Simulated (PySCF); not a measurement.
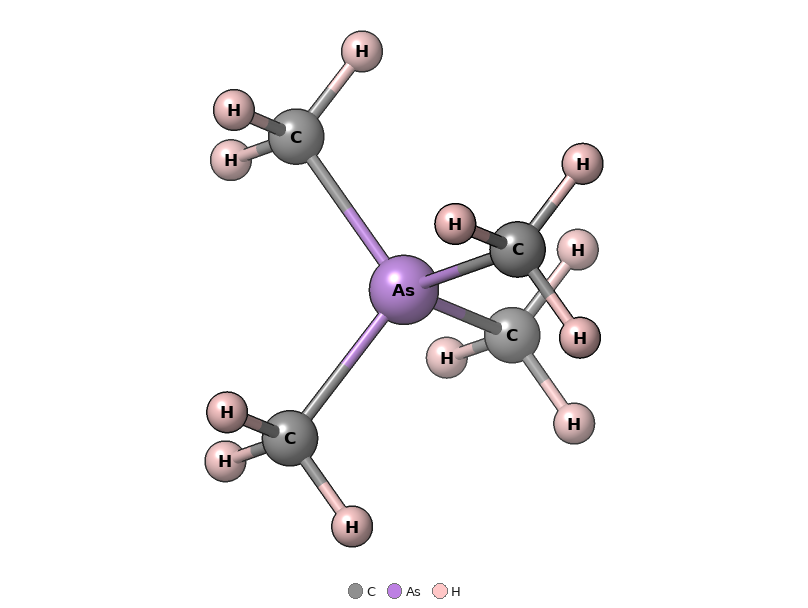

Depth is shown by fading: the farther an atom, the more it takes the colour of the background. State: charge +1, singlet. Computed geometry: PBE0-D3(BJ)/def2-SVP optimisation. No frequency run is at hand to confirm it as a minimum.

> Which symmetry elements does this geometry have?

It has 4 C3 axes, 3 C2 axes, 3 S4 axes and 6 mirror planes, so the point group is Td. The group has 24 operations. The geometry is achiral, and symmetry forbids a dipole moment.
